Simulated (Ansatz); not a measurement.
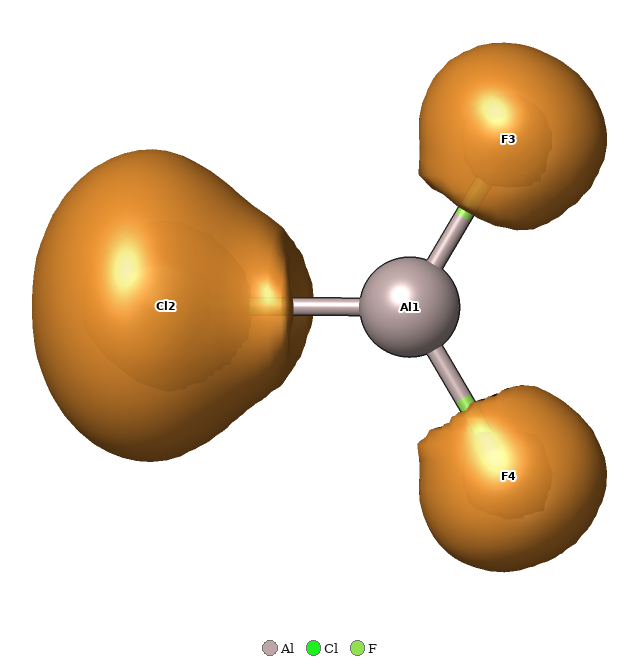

*AlClF2. Isosurface of the electron localisation function at 0.75 (orange), seen across its widest extent. Core shells and regions of very low density are left out.*

Computed with Ansatz, RKS B3LYP/def2-SVP.

**Identify the bonds, lone pairs and shells in this picture.**

At this value the surface marks out one region on Cl in which the atom's valence shell and bonds are merged and two regions wrapped around F (the valence shell of each). Profiles from the grid: Al–F (1.65 Å): the ELF peaks at about 0.85 in the valence shell of F, 0.6 Å from its nucleus, and is about 0.30 at the midpoint. Al–Cl (2.07 Å): the ELF peaks at about 0.85 in the valence shell of Cl, 1.0 Å from its nucleus, and is about 0.80 at the midpoint.
